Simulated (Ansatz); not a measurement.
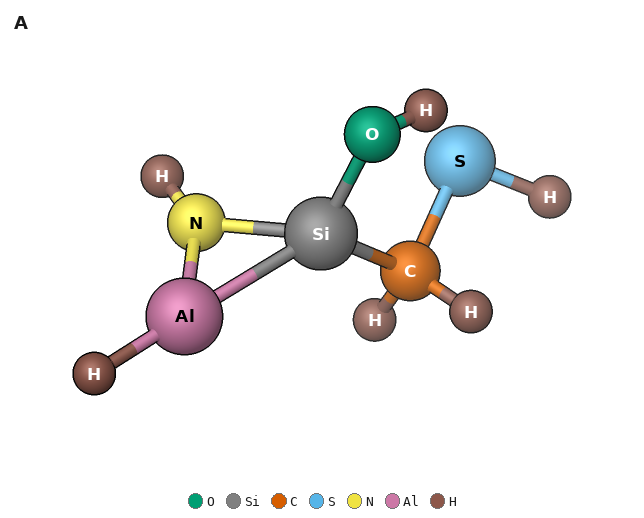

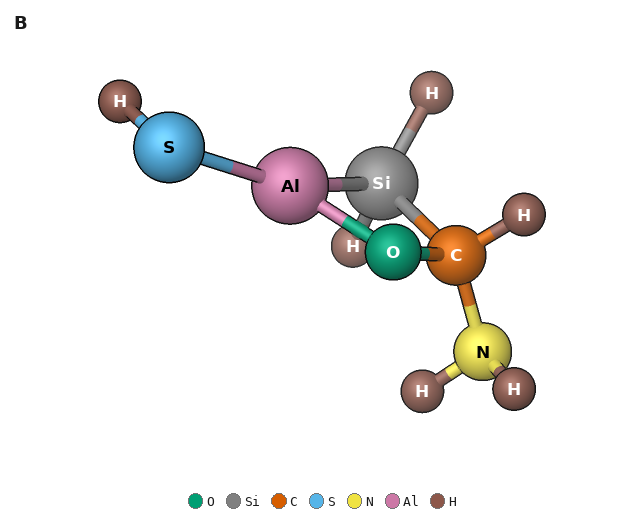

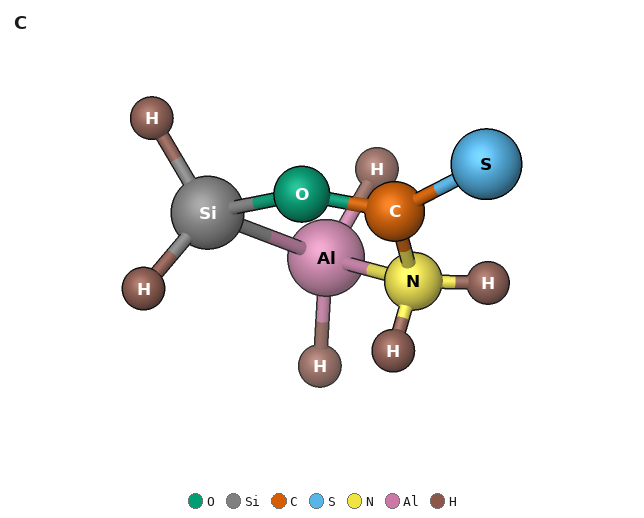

3 stationary structures of one formula. Geometries: PBE-D4/def2-SVP. Electronic energies: PBE-D4/def2-SVP (Ansatz 0.2.0), without zero-point energy. No frequency run is at hand to confirm each as a minimum. Each is one conformer, not always the lowest.

### Rank them by energy, lowest first.

B is lowest; A lies 7.1 kcal/mol above it, C lies 15.0 kcal/mol above it.
